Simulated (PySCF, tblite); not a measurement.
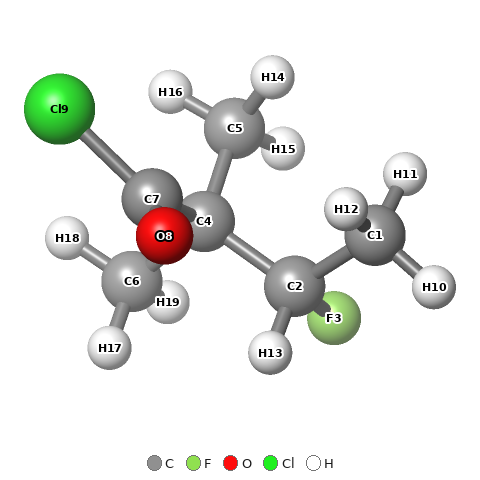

Geometry used (C₆H₁₀ClFO, SMILES C[C@H](F)C(C)(C)C(=O)Cl).

GIAO shifts, PBE0/pcSseg-1 with PySCF, at a GFN2-xTB geometry (a minimum by its frequencies), against TMS for ¹³C, CFCl₃ for ¹⁹F and H₂O for ¹⁷O computed at the same level (¹⁹F: this reference is a hard case for the method, so all values can be off together by tens of ppm, and differences between signals are safer; ¹⁷O: a single water molecule, while the usual scale starts at liquid water and gives values some tens of ppm lower). Gas phase, fully decoupled, line heights follow the number of nuclei, widths are arbitrary (no quadrupolar broadening); values of one conformer, averaged over methyl-type rotors and exact or near symmetry; other conformers aren't averaged in.

Which ¹³C signals does it give?

6 signals.


```csv
δ (ppm),nuclei,atoms
191.5,1,C7
95.3,1,C2
57.1,1,C4
27.8,1,C6
20.0,1,C5
18.0,1,C1
```

The order of signals that lie close, as those under 2 ppm apart, is within the error of the method.

How many ¹⁹F lines appear, and where?

1 signal.


```
δ (ppm)  nuclei  atoms
 −222.1       1     F3
```

Which ¹⁷O signals does it give?

1 signal.


```csv
δ (ppm),nuclei,atoms
588.1,1,O8
```

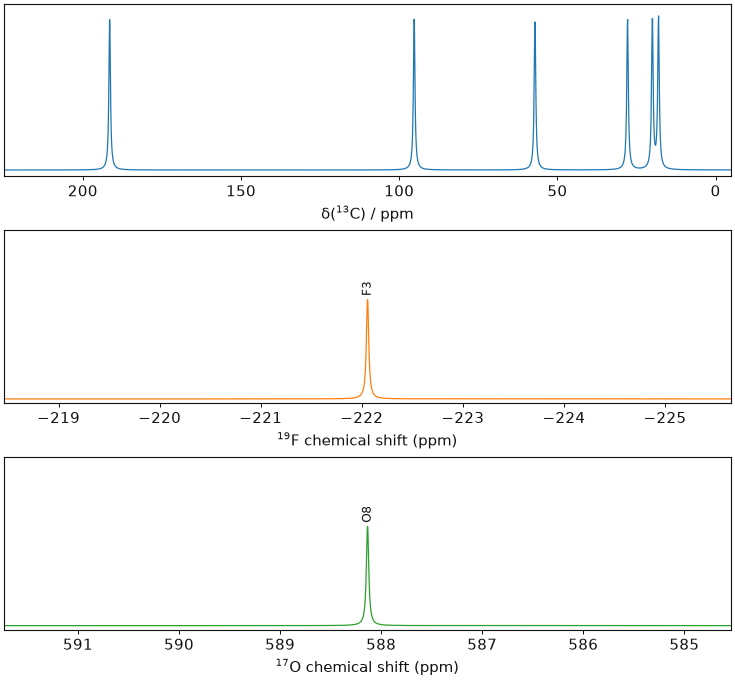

Note: the tight-binding geometry is rougher than a DFT one and adds to the error.
